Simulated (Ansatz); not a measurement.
# Be (P6_3/mmc, 2 atoms in the cell) under uniaxial strain along c

Aim: how do the optical modes of Be (P6_3/mmc, 2 atoms in the cell) shift and split under this strain?

Program: Ansatz 0.2.0. Level of theory: DFT LDA, scalar-relativistic, plane waves, PAW; PAW set soft_1. Results are calculated unless marked as measured.

### 1. Starting point

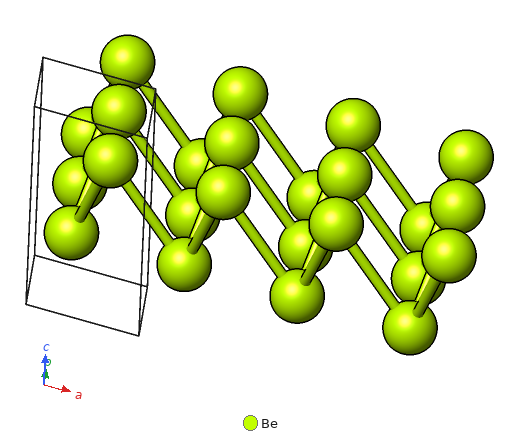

The cell as given, from a free direction (beryllium green). 4×3×1 cells are drawn.

Structure file:

```cif
data_structure
_symmetry_space_group_name_H-M 'P 1'
_symmetry_Int_Tables_number 1
_cell_length_a 2.2853
_cell_length_b 2.2853
_cell_length_c 3.5842
_cell_angle_alpha 90.000
_cell_angle_beta 90.000
_cell_angle_gamma 120.000
_cell_volume 16.21
loop_
_atom_site_label
_atom_site_type_symbol
_atom_site_fract_x
_atom_site_fract_y
_atom_site_fract_z
_atom_site_occupancy
Be1 Be 0.33333 0.66667 0.25000 1
Be2 Be 0.66667 0.33333 0.75000 1
```

### 2. A rough relaxation first

A rough relaxation comes first, because large forces or stress need no tight tolerances yet.

Input file input.yaml:

```yaml
crystal:
  lattice:
    - [2.2853, 0.0, 0.0]
    - [-1.14265, 1.9791278553, 0.0]
    - [0.0, 0.0, 3.5842]
  atoms:
    - { symbol: Be, position: [0.33333333, 0.66666667, 0.25] }
    - { symbol: Be, position: [0.66666667, 0.33333333, 0.75] }
kpoints:
  mp_grid: { grid: [9, 9, 6] }
hamiltonian:
  xc: lda
  pseudopotentials: { kind: paw, azcp: { folder: soft_1 }, xc_functional: pbe }
scf:
  occupations: { method: gaussian, width: 0.1 }
output:
  forces: true
  stress: true
  eigenvalues: true
relax:
  adjacent_minimum: "off"
  f_tol: 0.05
  max_steps: 80
  cell: { stress_tol: 0.5 }
```

Command:

```sh
ansatz run input.yaml --threads 4 --pin off --max-ram 10240MiB --backend cpu --events-out ev --progress --plain --runs-dir out
```

Numbers of over 12 decimals in the logs are rounded to 6 here.

What it wrote:

```text
The last accepted step is kept in <dir> (removed where the run ends without a failure and the disk answers)
Engine: ansatz 0.2.0, aarch64-unknown-linux-gnu
Pseudopotentials: kind: paw
Pseudopotential: Be, paw, valence charge 2, recommended cutoff 420 eV (normal), soft_1/Be.paw.azcp
Functional definition: SPW92
  exchange = slater_x
  correlation = pw_c
Crystal: 2 atoms, lattice volume = 16.211 Å³
[...]
--- Relaxed structure (4 steps of the walk, 4 accepted, 1 SCFs on fresh bases) ---
  F+E_penalty+E_count = -176.48644765 eV   max|allowed force component| = 1.388e-16 eV/Å   (the final SCF, on the basis selected at the relaxed cell)
  cell:  # Å, volume = 15.1019 Å³
    - [2.235361, 0, 0]
    - [-1.117680, 1.935879, 0]
    - [0, 0, 3.489847]
  atoms:
    - { symbol: Be, position: [0.333333, 0.666667, 0.25] }
    - { symbol: Be, position: [0.666667, 0.333333, 0.750000] }
[key lines of the parts left out:]
SCF converged after 2 iterations
Free energy (F): -176.486448 eV
Fermi energy:    8.028378 eV
P = ⅓ Tr σ = -0.0079 GPa (-0.079 kbar)
```

Elapsed: 0.68 s, on 4 threads of Arm Neoverse V2, shared host; peak memory 0.24 GiB; 1.9 s of CPU time.

Relaxation path:

| step | energy less that of the first step (eV) | largest force component (eV/Å) | pressure (GPa) | volume (Å³) |
| --- | --- | --- | --- | --- |
| 1 | 0.0000 | 0.0000 | -8.36 | 16.21 |
| 2 | -0.0254 | 0.0000 | -3.75 | 15.56 |
| 3 | -0.0308 | 0.0000 | 0.40 | 15.05 |
| 4 | -0.0309 | 0.0000 | 0.00 | 15.10 |
| 5* | -0.0308 | 0.0000 | -0.01 | 15.10 |

Relaxation steps marked * repeat the geometry before them on a plane-wave basis chosen anew for their cell, so energy and pressure can jump there.

Forces are held to the 24 operations that the run works with; a distortion that breaks them can't arise in this run.

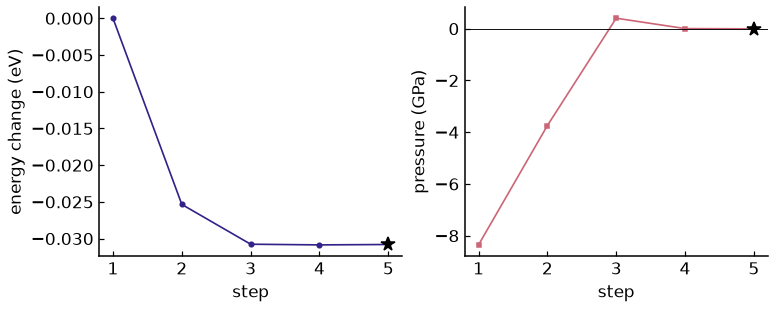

Energy and pressure along the relaxation. Stars mark steps on a basis chosen anew.

| conventional cell, symmetrised | before | after | change |
| --- | --- | --- | --- |
| a (Å) | 2.285 | 2.235 | -2.2 % |
| b (Å) | 2.285 | 2.235 | -2.2 % |
| c (Å) | 3.584 | 3.490 | -2.6 % |
| volume (Å³/atom) | 8.11 | 7.55 | -6.8 % |

Final coordinates:

```cif
data_structure
_symmetry_space_group_name_H-M 'P 1'
_symmetry_Int_Tables_number 1
_cell_length_a 2.2354
_cell_length_b 2.2354
_cell_length_c 3.4898
_cell_angle_alpha 90.000
_cell_angle_beta 90.000
_cell_angle_gamma 120.000
_cell_volume 15.10
loop_
_atom_site_label
_atom_site_type_symbol
_atom_site_fract_x
_atom_site_fract_y
_atom_site_fract_z
_atom_site_occupancy
Be1 Be 0.33333 0.66667 0.25000 1
Be2 Be 0.66667 0.33333 0.75000 1
```

Numbers from this step:

```
pressure          : -0.007933 GPa
volume per atom   : 7.551 Å³
gap on the k-mesh : 0 eV
```

In this step the volume went from 8.11 to 7.55 Å³/atom.

### 3. Bringing the structure to rest

The cell and atoms are relaxed, since residual forces and stress would shift the frequencies.

input.yaml, the sections that differ from step 2:

```yaml
crystal:
  lattice:
    - [2.2353605474, 0.0, 0.0]
    - [-1.1176802737, 1.9358790206, 0.0]
    - [0.0, 0.0, 3.4898465795]
  atoms:
    - { symbol: Be, position: [0.3333333333, 0.6666666667, 0.25] }
    - { symbol: Be, position: [0.6666666667, 0.3333333333, 0.75] }
kpoints:
  mp_grid: { grid: [21, 21, 12] }
relax:
  adjacent_minimum: "off"
  f_tol: 0.005
  max_steps: 80
  cell: { stress_tol: 0.05 }
# hamiltonian, scf, output: as in step 2
```

What it wrote:

```text
[...]
Crystal: 2 atoms, lattice volume = 15.102 Å³
Basis set: ecut = 420 eV, 299 PW (Γ)
Bands: 6, of which v1, the nominal top of the filled ones, is band 2 counted from 1 (1 counted from 0)
Symmetry: 24 space group operations
[...]
k-points: 336 of 5292
[...]
P = ⅓ Tr σ = -0.0047 GPa (-0.047 kbar)
--- Band table (eV; the first three rows and the last of 336) ---
[...]
--- Relaxed structure (3 steps of the walk, 3 accepted, 1 SCFs on fresh bases) ---
[...]
cell:  # Å, volume = 15.0885 Å³
    - [2.225970, 0.0, 0.0]
    - [-1.112985, 1.927746, 0.0]
    - [0.0, 0.0, 3.516224]
  atoms:
    - { symbol: Be, position: [0.333333, 0.666667, 0.250000] }
    - { symbol: Be, position: [0.666667, 0.333333, 0.750000] }
[key lines of the parts left out:]
SCF converged after 3 iterations
Free energy (F): -176.466554 eV
Fermi energy:    8.401145 eV
```

It took 2.2 s on 4 threads; peak memory 0.32 GiB.

The steps of the relaxation:

| step | energy less that of the first step (eV) | largest force component (eV/Å) | pressure (GPa) | volume (Å³) |
| --- | --- | --- | --- | --- |
| 1 | 0.0000 | 0.0000 | 0.03 | 15.10 |
| 2 | -0.0016 | 0.0000 | -0.02 | 15.09 |
| 3 | -0.0016 | 0.0000 | 0.00 | 15.09 |
| 4* | -0.0016 | 0.0000 | 0.00 | 15.09 |

Relaxation steps marked * repeat the geometry before them on a plane-wave basis chosen anew for their cell, so energy and pressure can jump there.

Forces are held to the 24 operations that the run works with; a distortion that breaks them can't arise in this run.

```csv
"conventional cell, symmetrised",before,after,change
a (Å),2.235,2.226,-0.4 %
b (Å),2.235,2.226,-0.4 %
c (Å),3.490,3.516,+0.8 %
volume (Å³/atom),7.55,7.54,-0.1 %
```

The relaxed structure:

```xyz
2
Lattice="2.2260 0.0000 0.0000 -1.1130 1.9277 0.0000 0.0000 0.0000 3.5162" Properties=species:S:1:pos:R:3 pbc="T T T"
Be    0.0000    1.2852    0.8791
Be    1.1130    0.6426    2.6372
```

Numbers from this step:

* pressure: -0.004651 GPa
* volume per atom: 7.544 Å³

In this step the volume went from 7.55 to 7.54 Å³/atom.

### 4. Tight relaxation

Phonons need small forces and stress, so the relaxation is finished with tight tolerances on 24×24×12 k points.

input.yaml, the sections that differ from step 3:

```yaml
crystal:
  lattice:
    - [2.2259697348, 0.0, 0.0]
    - [-1.1129848674, 1.9277463384, 0.0]
    - [0.0, 0.0, 3.5162244346]
  atoms:
    - { symbol: Be, position: [0.3333333333, 0.6666666667, 0.25] }
    - { symbol: Be, position: [0.6666666667, 0.3333333333, 0.75] }
kpoints:
  mp_grid: { grid: [24, 24, 12] }
scf:
  occupations: { method: methfessel_paxton, width: 0.2 }
relax:
  adjacent_minimum: "off"
  f_tol: 0.001
  max_steps: 60
  cell: { stress_tol: 0.01 }
# hamiltonian, output: as in step 3
```

What it wrote:

```text
[...]
Crystal: 2 atoms, lattice volume = 15.088 Å³
Basis set: ecut = 420 eV, 299 PW (Γ)
Bands: 6, of which v1, the nominal top of the filled ones, is band 2 counted from 1 (1 counted from 0)
Symmetry: 24 space group operations
[...]
k-points: 427 of 6912
[...]
P = ⅓ Tr σ = 0.0067 GPa (0.067 kbar)
--- Band table (eV; the first three rows and the last of 427) ---
[...]
--- Relaxed structure (3 steps of the walk, 3 accepted, 1 SCFs on fresh bases) ---
[...]
cell:  # Å, volume = 15.0929 Å³
    - [2.227825, 0, 0]
    - [-1.113912, 1.929353, 0]
    - [0, 0, 3.511387]
  atoms:
    - { symbol: Be, position: [0.333333, 0.666667, 0.25] }
    - { symbol: Be, position: [0.666667, 0.333333, 0.75] }
[key lines of the parts left out:]
SCF converged after 3 iterations
Free energy (F): -176.467709 eV
Fermi energy:    8.326948 eV
```

Run time: 2.7 s. Hardware: 4 threads; peak memory 0.34 GiB; 9.7 s of CPU time.

The steps of the relaxation:

```csv
step,energy less that of the first step (eV),largest force component (eV/Å),pressure (GPa),volume (Å³)
1,0.0000,0.0000,0.02,15.09
2,-0.0001,0.0000,0.02,15.09
3,-0.0001,0.0000,0.01,15.09
4*,-0.0001,0.0000,0.01,15.09
```

Relaxation steps marked * repeat the geometry before them on a plane-wave basis chosen anew for their cell, so energy and pressure can jump there.

The run keeps the 24 symmetry operations that it works with, so distortions that break them were not tested.

```csv
"conventional cell, symmetrised",before,after,change
a (Å),2.226,2.228,+0.1 %
b (Å),2.226,2.228,+0.1 %
c (Å),3.516,3.511,-0.1 %
volume (Å³/atom),7.54,7.55,+0.0 %
```

The relaxed structure:

```xyz
2
Lattice="2.2278 0.0000 0.0000 -1.1139 1.9294 0.0000 0.0000 0.0000 3.5114" Properties=species:S:1:pos:R:3 pbc="T T T"
Be    0.0000    1.2862    0.8778
Be    1.1139    0.6431    2.6335
```

This step gave:

```yaml
pressure: 0.006712 GPa
volume_per_atom: 7.546 Å³
```

The forces vanish by symmetry and the pressure is 0.007 GPa, within the tolerances set. The cell now holds 7.55 Å³/atom.

### 5. Zone-centre response at rest

Phonons follow from the second derivative of the energy, found here by linear response.

The modes at rest are the reference of the series.

input.yaml, the sections that differ from step 4:

```yaml
crystal:
  lattice:
    - [2.2278249395, 0.0, 0.0]
    - [-1.1139124697, 1.9293529928, 0.0]
    - [0.0, 0.0, 3.5113866065]
  atoms:
    - { symbol: Be, position: [0.3333333333, 0.6666666667, 0.25] }
    - { symbol: Be, position: [0.6666666667, 0.3333333333, 0.75] }
output:
  eigenvalues: true
phonons:
  method: dfpt
# kpoints, hamiltonian, scf: as in step 4
# relax: removed
```

What it wrote:

```text
zone centre: on kpoints.mp_grid the ground state, and the responses unless they are solved on pairs of k-points, stand on 1099 of the mesh's 6912 k-points, reduced under 4 symmetry operations, with k and −k counted as one. Each operation leaves every solved displacement unchanged or reverses it
[...]
Crystal: 2 atoms, lattice volume = 15.093 Å³
Basis set: ecut = 420 eV, 299 PW (Γ), exchange–correlation on 30×30×48 points (8 copies of the dense FFT grid, shifted against one another)
Bands: 6, of which v1, the nominal top of the filled ones, is band 2 counted from 1 (1 counted from 0)
Symmetry: 24 space group operations
k-points: 1099 of 6912 (irreducible under 4 space group operations, time reversal used)
[...]
SCF iter   1: F=—  HF=-176.467323 eV  |F-HF|=—  |Δ(HF+E_count)|=         —  Δρ=1.54e-2  dr2=2.59e-2  ethr=3.10e-3  ⟨swp⟩=4.7  Hψ=54210  notcnv=0
[...]
SCF iter   6: F=-176.467710 eV  HF=-176.467710 eV  |F-HF|=5.97e-13  |Δ(HF+E_count)|=  4.93e-11  S|Δr|=    0.00e0  Δρ=2.15e-7  dr2=4.93e-12  ethr=1.00e-12  ⟨swp⟩=4.7  Hψ=17733  notcnv=0
[...]
SCF 1 converged in 6 iterations: F = -176.467710 eV  dr2 = 4.93e-12
[...]
DFPT response loops at Γ: preconditioner auto → Kerker (q_TF=auto, 2.187 Å⁻¹) (partly filled bands, converged f_vac=0.000); β = 1.00, the filter's whole step (`scf.mixing.beta` (0.50) is not read by the response loops under this deck's `scf.mixing.preconditioner`; to damp them name `kerker` or `kerker_dos`, under which they read `scf.mixing.beta`, and type it under 1.00, their step now; both keys bind the ground state too); Broyden in place of MSR1
SCF converged after 6 iterations
[...]
Free energy (F): -176.467710 eV
[...]
Internal energy: -176.467247 eV  (E = F + TS)
E sigma→0 (E₀):  -176.467594 eV
Entropy (-TS):   -0.000462 eV (-0.231 meV/atom)
Fermi energy:    8.326947 eV
[...]
--- Band table (eV; the first three rows and the last of 1099) ---
[...]
--- Phonons (Γ-DFPT): 2 representative perturbations + reference, on 1099 of 6912 k-points (Σ response iterations 6) ---
  k mesh reduced under 4 symmetry operations, with k and −k counted as one. Each operation leaves every solved displacement unchanged or reverses it
  ASR residual: 2.914e-5 → 0.000e0 eV/Å²; symmetrization residual: 1.584e-11 eV/Å²
  ASR residual per site (eV/Å²): 2.91e-5 2.91e-5
  Γ frequencies (cm⁻¹): 0.00 0.00 0.00 478.27 478.27 715.09
  non-analytic LO–TO correction: not included (Born effective charges unavailable; polar crystals: no LO–TO splitting at Γ)
```

Wall time 4.7 s (4 threads); peak memory 0.57 GiB; 16 s of CPU time.

This step gave:

| Item | Value |
| --- | --- |
| sum-rule residual before enforcement | 2.91e-5 eV/Å² |
| point group | 6/mmm |
| highest optical mode at the zone centre (no LO-TO term) | 715.1 cm⁻¹ |
| lowest optical zone-centre mode | 478.3 cm⁻¹ |

Patterns of degenerate modes are one choice out of their space. Modes at Γ:

```csv
mode,frequency (cm⁻¹),symmetry
1,0.0,acoustic
2,0.0,acoustic
3,0.0,acoustic
4,478.3,E2g
5,478.3,E2g
6,715.1,B1g
```

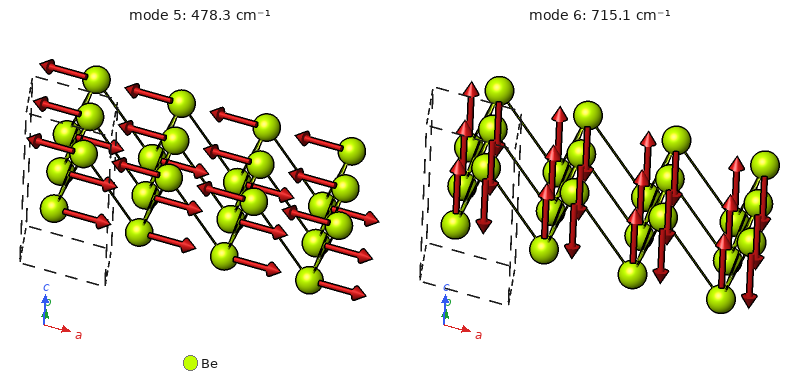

Displacement patterns of modes 5 and 6 at Γ; arrows are exaggerated. 4×3×1 cells are drawn.

Before it was imposed, the acoustic sum rule was missed by 2.9e-5 eV/Å². Small misses are needed for a sound result but don't prove that mesh and cutoff are converged. The lowest optical mode is real, 478 cm⁻¹.

### 6. Relaxation of a member: uniaxial strain of +4 % along c

The cell takes a uniaxial strain of +4 % along c. The strained length and the angles are held, while the rest of the cell and the atoms relax.

input.yaml, the sections that differ from step 5:

```yaml
crystal:
  lattice:
    - [2.2259279337, 0.0, 0.0]
    - [-1.1129639668, 1.9277101376, 0.0]
    - [0.0, 0.0, 3.6518420709]
  atoms:
    - { symbol: Be, position: [0.3333333289, 0.6666666711, 0.25] }
    - { symbol: Be, position: [0.6666666711, 0.3333333289, 0.75] }
output:
  forces: true
  stress: true
  eigenvalues: true
relax:
  adjacent_minimum: "off"
  f_tol: 0.001
  max_steps: 60
  cell: { stress_tol: 0.01, fix: [c, angles] }
# kpoints, hamiltonian, scf: as in step 5
# phonons: removed
```

What it wrote:

```text
[...]
--- Band table (eV; the first three rows and the last of 1099) ---
[...]
--- Relaxed structure (3 steps of the walk, 3 accepted, 1 SCFs on fresh bases) ---
[...]
cell:  # Å, volume = 15.6629 Å³
    - [2.225436, -2.8861113247009974e-11, 0.0]
    - [-1.112718, 1.927284, 0.0]
    - [0.0, 0.0, 3.6518420709]
  atoms:
    - { symbol: Be, position: [0.333333, 0.666667, 0.250000] }
    - { symbol: Be, position: [0.666667, 0.333333, 0.750000] }
[key lines of the parts left out:]
SCF converged after 2 iterations
Free energy (F): -176.439481 eV
Fermi energy:    8.131451 eV
P = ⅓ Tr σ = -4.8147 GPa (-48.147 kbar)
```

The job ended after 6.9 s (4 threads; peak memory 0.45 GiB).

Little changed from the start: no atom moved by 0.005 Å and no cell edge by 0.1 %.

This step gave:

| Property | Result |
| --- | --- |
| pressure | -4.815 GPa |
| volume per atom | 7.831 Å³ |

The forces vanish by symmetry.

### 7. Modes of this member: uniaxial strain of +4 % along c

The zone-centre modes follow for uniaxial strain of +4 % along c.

input.yaml, the sections that differ from step 6:

```yaml
crystal:
  lattice:
    - [2.2254362518, 0.0, 0.0]
    - [-1.1127181259, 1.9272843286, 0.0]
    - [0.0, 0.0, 3.6518420709]
  atoms:
    - { symbol: Be, position: [0.3333333289, 0.6666666711, 0.25] }
    - { symbol: Be, position: [0.6666666711, 0.3333333289, 0.75] }
output:
  eigenvalues: true
phonons:
  method: dfpt
# kpoints, hamiltonian, scf: as in step 6
# relax: removed
```

What it wrote:

```text
[...]
Crystal: 2 atoms, lattice volume = 15.663 Å³
Basis set: ecut = 420 eV, 313 PW (Γ), exchange–correlation on 30×30×60 points (8 copies of the dense FFT grid, shifted against one another)
Bands: 6, of which v1, the nominal top of the filled ones, is band 2 counted from 1 (1 counted from 0)
Symmetry: 24 space group operations
k-points: 1099 of 6912 (irreducible under 4 space group operations, time reversal used)
[...]
SCF iter   1: F=—  HF=-176.438289 eV  |F-HF|=—  |Δ(HF+E_count)|=         —  Δρ=1.36e-2  dr2=1.98e-2  ethr=3.10e-3  ⟨swp⟩=4.7  Hψ=54232  notcnv=0
[...]
SCF iter   6: F=-176.439482 eV  HF=-176.439482 eV  |F-HF|=1.71e-13  |Δ(HF+E_count)|=  3.64e-11  S|Δr|=    0.00e0  Δρ=1.30e-7  dr2=1.50e-12  ethr=1.00e-12  ⟨swp⟩=4.6  Hψ=17608  notcnv=0
[...]
SCF 1 converged in 6 iterations: F = -176.439482 eV  dr2 = 1.50e-12
[...]
SCF converged after 6 iterations
[...]
Free energy (F): -176.439482 eV
[...]
Internal energy: -176.438837 eV  (E = F + TS)
E sigma→0 (E₀):  -176.439321 eV
Entropy (-TS):   -0.000645 eV (-0.322 meV/atom)
Fermi energy:    8.131450 eV
[...]
--- Band table (eV; the first three rows and the last of 1099) ---
[...]
ASR residual: 2.694e-5 → 0.000e0 eV/Å²; symmetrization residual: 5.329e-15 eV/Å²
  ASR residual per site (eV/Å²): 2.69e-5 2.69e-5
  Γ frequencies (cm⁻¹): 0.00 0.00 0.00 444.83 444.83 626.67
[...]
```

Wall time 5.2 s (4 threads); peak memory 0.58 GiB; 18 s of CPU time.

This step gave:

* sum-rule residual before enforcement: 2.69e-5 eV/Å²
* highest optical mode at the zone centre (no LO-TO term): 626.7 cm⁻¹
* lowest optical zone-centre mode: 444.8 cm⁻¹

Patterns of degenerate modes are one choice out of their space. Modes at Γ:

```csv
mode,frequency (cm⁻¹),symmetry
1,0.0,acoustic
2,0.0,acoustic
3,0.0,acoustic
4,444.8,E2g
5,444.8,E2g
6,626.7,B1g
```

The lowest optical mode is real, 445 cm⁻¹, and the highest lies at 626.7 cm⁻¹.

Between step 5 and this run (strain 4 %) the value for the highest optical mode at the zone centre (no LO-TO term) moves from 715 cm⁻¹ to 627 cm⁻¹ (-12 %).

### 8. Relaxation of a member: uniaxial strain of -4 % along c

The cell takes a uniaxial strain of -4 % along c. The strained length and the angles are held, while the rest of the cell and the atoms relax.

input.yaml, the sections that differ from step 7:

```yaml
crystal:
  lattice:
    - [2.2320306542, 0.0, 0.0]
    - [-1.1160153271, 1.9329952486, 0.0]
    - [0.0, 0.0, 3.3709311421]
  atoms:
    - { symbol: Be, position: [0.3333333294, 0.6666666706, 0.25] }
    - { symbol: Be, position: [0.6666666706, 0.3333333294, 0.75] }
output:
  forces: true
  stress: true
  eigenvalues: true
relax:
  adjacent_minimum: "off"
  f_tol: 0.001
  max_steps: 60
  cell: { stress_tol: 0.01, fix: [c, angles] }
# kpoints, hamiltonian, scf: as in step 7
# phonons: removed
```

What it wrote:

```text
[...]
Crystal: 2 atoms, lattice volume = 14.544 Å³
Basis set: ecut = 420 eV, 299 PW (Γ)
Bands: 6, of which v1, the nominal top of the filled ones, is band 2 counted from 1 (1 counted from 0)
Symmetry: 8 space group operations
k-points: 1099 of 6912
[...]
P = ⅓ Tr σ = 5.7312 GPa (57.312 kbar)
--- Band table (eV; the first three rows and the last of 1099) ---
[...]
--- Relaxed structure (3 steps of the walk, 3 accepted, 1 SCFs on fresh bases) ---
[...]
cell:  # Å, volume = 14.5739 Å³
    - [2.234332, -1.3617038524863782e-19, 0]
    - [-1.117166, 1.934989, 0]
    - [0, 0, 3.3709311421]
  atoms:
    - { symbol: Be, position: [0.333333, 0.666667, 0.25] }
    - { symbol: Be, position: [0.666667, 0.333333, 0.75] }
[key lines of the parts left out:]
SCF converged after 4 iterations
Free energy (F): -176.435837 eV
Fermi energy:    8.513384 eV
```

The job ended after 6.6 s (4 threads; peak memory 0.44 GiB).

Relaxation path:

| step | energy less that of the first step (eV) | largest force component (eV/Å) | pressure (GPa) | volume (Å³) |
| --- | --- | --- | --- | --- |
| 1 | 0.0000 | 0.0000 | 6.01 | 14.54 |
| 2 | 0.0000 | 0.0000 | 5.87 | 14.56 |
| 3 | 0.0000 | 0.0000 | 5.73 | 14.57 |
| 4* | 0.0000 | 0.0000 | 5.73 | 14.57 |

Relaxation steps marked * repeat the geometry before them on a plane-wave basis chosen anew for their cell, so energy and pressure can jump there.

| conventional cell, symmetrised | before | after | change |
| --- | --- | --- | --- |
| a (Å) | 2.232 | 2.234 | +0.1 % |
| b (Å) | 2.232 | 2.234 | +0.1 % |
| c (Å) | 3.371 | 3.371 | -0.0 % |
| volume (Å³/atom) | 7.27 | 7.29 | +0.2 % |

Final coordinates:

```xyz
2
Lattice="2.2343 0.0000 0.0000 -1.1172 1.9350 0.0000 0.0000 0.0000 3.3709" Properties=species:S:1:pos:R:3 pbc="T T T"
Be    0.0000    1.2900    0.8427
Be    1.1172    0.6450    2.5282
```

This step gave:

```
pressure        : 5.731 GPa
volume per atom : 7.287 Å³
```

The forces vanish by symmetry.

The cell grew by 0.2 % in volume.

(Part 1 of 2 ends here.)

[Logs are printed without paths, hosts, clocks, repeated set-up lines and the standing remarks that a program may print on its own settings, such as how far it seeks lower states.]

[Hosts, paths, dates, database ids (printed as entryN), source tags and the programs' standing remarks are cut or masked in the printed files.]
